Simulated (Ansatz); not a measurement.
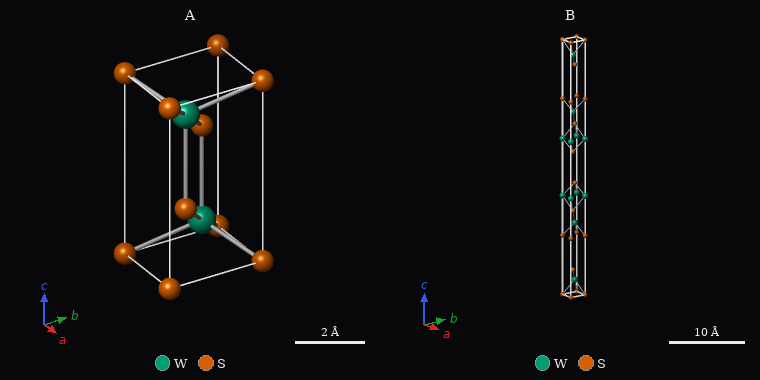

Two structures of W2S3, each relaxed to rest (conventional cells in solid outline, small ones repeated, not to one scale). Method: DFT PBE, scalar-relativistic, plane waves, PAW in Ansatz 0.2.0, without spin polarisation.

### Identify the two structures.

A: 5 atoms a cell on a primitive hexagonal lattice, P-3m1. B: 15 atoms a cell on a rhombohedral (trigonal R) lattice, R-3m.

### Which has the lower energy, and by how much?

B is lower, by 290 meV/atom at this level of theory (energies at zero smearing). Volumes: A 16.1, B 19.0 Å³/atom.

One or both may be structure types tried for this composition rather than known phases.
